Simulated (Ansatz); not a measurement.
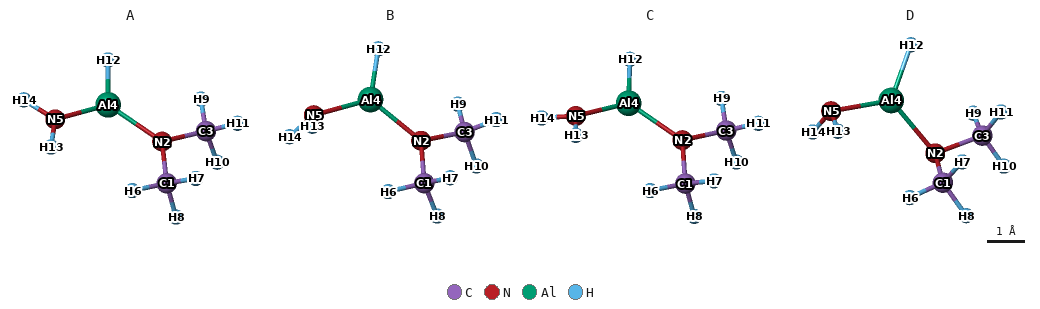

4 geometries from one relaxation of C₂H₉AlN₂ (coarse preliminary run), in shuffled order. Style: ball-and-stick. Shown at a tilt.

The start comes from a force field.

Theory: Ansatz 0.2.0, RKS PBE-D4/def2-SVP. Settings: force threshold 0.03 eV/Å; at most 200 steps.

Question: Put them in the order of the run, from the start to the converged end.

Answer: D, B, C, A. They are steps 0, 4, 7, 14, at +27.6 kcal/mol, +6.72 kcal/mol, +2.00 kcal/mol relative to the last. The largest move after the best rigid fit is that of H12, 1.26 Å. By element the largest moves are H 1.26 Å, N 0.53 Å, Al 0.27 Å, C 0.24 Å. Among the contacts that change: N2–Al4 1.946 → 1.804 Å, N5–H13 1.083 → 1.022 Å, Al4–N5 1.841 → 1.788 Å, Al4–H12 1.644 → 1.593 Å. Bond angles that change, for instance: Al4–N5–H13 105.5° → 127.5°, Al4–N5–H14 106.8° → 122.9°, C1–N2–Al4 109.6° → 124.7°. After 14 geometry steps the energy has fallen by 27.6 kcal/mol. Largest force component: 2.2 eV/Å at the start, 0.028 eV/Å at the end. The forces were under the threshold at step 11, but the run went on from there. The run took 13 s on 4 threads of INTEL XEON PLATINUM 8581C @ 2.30GHz, with other jobs on the host.
